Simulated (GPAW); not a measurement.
Consider KCdF3 (Pm-3m).

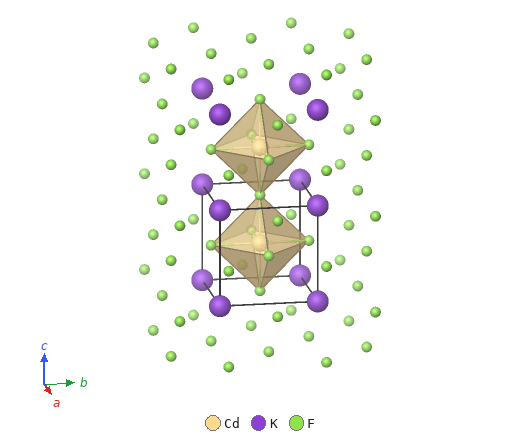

The structure (cadmium orange, potassium purple, fluorine green). 1×1×2 cells are drawn. Some periodic images of atoms are drawn too.

```cif
data_structure
_symmetry_space_group_name_H-M 'P 1'
_symmetry_Int_Tables_number 1
_cell_length_a 4.3821
_cell_length_b 4.3821
_cell_length_c 4.3821
_cell_angle_alpha 90.000
_cell_angle_beta 90.000
_cell_angle_gamma 90.000
_cell_volume 84.15
loop_
_atom_site_label
_atom_site_type_symbol
_atom_site_fract_x
_atom_site_fract_y
_atom_site_fract_z
_atom_site_occupancy
Cd1 Cd 0.50000 0.50000 0.50000 1
K2 K 0.00000 0.00000 0.00000 1
F3 F 0.50000 0.50000 0.00000 1
F4 F 0.50000 0.00000 0.50000 1
F5 F 0.00000 0.50000 0.50000 1
```

Absorber: atom 3, with 2 Cd at 2.19 Å (linear, site symmetry 4/mmm). Method: GPAW, LDA, full core hole (charged cell), 10-atom cell with 6.2 Å between holes, 5×5×5 k points, dipole transitions, Gaussian full width 0.9 eV up to 4 eV, rising linearly to 3.5 eV at 25 eV.

Q: Predict the near-edge structure at the F K edge.

Main maxima up to 24 eV above the zero (height): 3.2 eV (1.17), 5.4 eV (2.31), 9.8 eV (1.06) and 16.5 eV (1.52). A K edge sees empty p states on the absorber. The total-energy difference plus the lowest empty eigenvalue puts the zero at 687.65 eV. One term is added: -9.89 eV, since the hole is spin-paired here and a spin-polarised one costs that much less in the free atom (computed apart). The photon energy is then 677.76 eV. The functional and the charged cell's background leave an error in such absolute values: in the free atom LDA prices this hole 4.7 eV below PBE (computed apart), and PBE is itself good to a few eV.

The F K spectrum (energy from the lowest empty level; intensity scaled to a mean of 1 over the first 20 eV):

```tsv
E (eV)	intensity
-2.0	0.00
-0.5	0.00
1.0	0.16
2.5	0.86
4.0	0.84
5.5	2.31
7.0	1.86
8.5	0.98
10.0	1.05
11.5	0.56
13.0	0.30
14.5	0.74
16.0	1.46
17.5	1.26
19.0	0.68
20.5	0.71
22.0	1.09
23.5	1.41
25.0	1.60
26.5	1.62
28.0	1.61
29.5	1.45
31.0	1.15
```

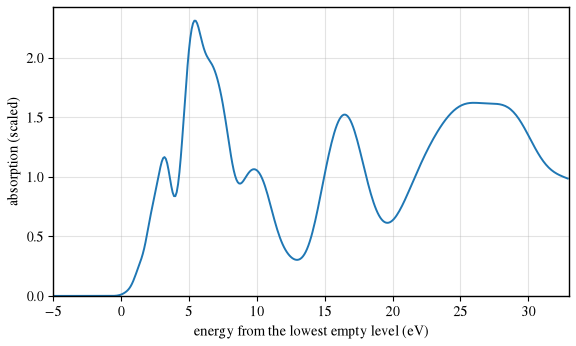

The F K edge.

The holes are only 6.2 Å apart, so the shape is probably not converged with cell size; no larger cell was run here. The mesh is coarse (0.29 Å⁻¹ between points), so small maxima may be mesh ripples. The structure is a computed Materials Project entry and may be a hypothetical form.

[Banner, clock and machine lines of the logs are left out without a mark of their own.]

[Logs are printed without paths, hosts, clocks, repeated set-up lines and the standing remarks that a program may print on its own settings, such as how far it seeks lower states.]

[Hosts, paths, dates, database ids (printed as entryN), source tags and the programs' standing remarks are cut or masked in the printed files.]

[Lists of maxima count a maximum above −3 eV only where it reaches 4 % of the highest in the window and stands out from its surroundings by 2 % of it (1.5 % where it reaches 55 %); shoulders and weaker maxima are passed over, and of the rest the first, up to two pre-edge ones and the few strongest are named.]
